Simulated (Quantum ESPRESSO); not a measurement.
# Dipole at the next field: honeycomb SnTe, 2 layers, AA stacking

**Set-up.** Quantum ESPRESSO 7.5, vdW-DF-cx, GBRV ultrasoft, PBE files; sawtooth field along the normal with dipole correction, ions clamped, threshold 1e-9 Ry; cell area 14.945 Å².

| field (V/Å) | dipole (e Å a cell) |
| --- | --- |
| 0 | 0.09177 |
| 0.1 | 0.16633 |
| 0.2 | 0.24055 |

**Question.** What is the dipole at −0.2 V/Å, and what electrostatic thickness 4πα/A follows from the rows?

By hand: The slope is (0.24055 − (0.09177))/0.2 = 0.7439 e Å²/V, so 4πα/A = 180.95 × 0.7439/14.945 = 9.01 Å. Linear response gives p = 0.09177 + 0.7439 × (−0.2) = −0.05701 e Å; a parabola through the three rows gives −0.05837.

**The withheld run.** p = −0.05773 e Å. The line misses by 0.5 % of the induced dipole and the parabola by 0.4 %. The response is linear over this range.

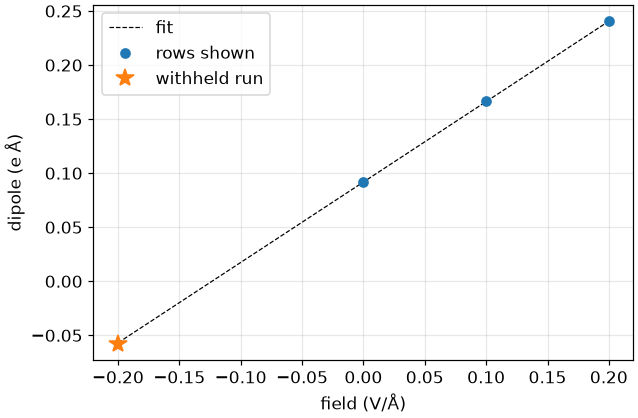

The rows shown, the fit and the withheld run.

**Limits.** Electrons alone respond; local and semilocal functionals tend to overscreen.
